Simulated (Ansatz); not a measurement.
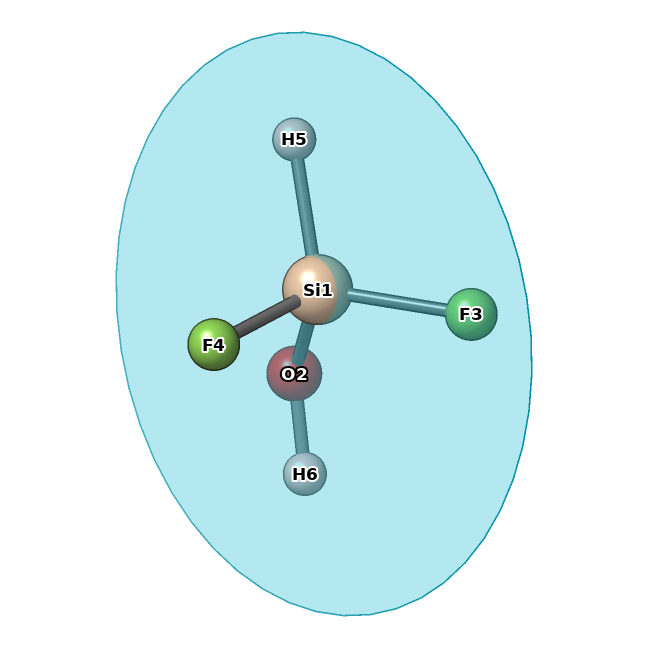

A disc through the centre of mass is drawn in. Atoms fade into the background with distance from the viewer. Computed geometry: PBE0-D4/def2-TZVP optimisation.

Question: Is the plane of the disc a mirror plane of the structure?

Answer: No. The point group is Cs, with 1 mirror plane, and this plane isn't one of its mirror planes.
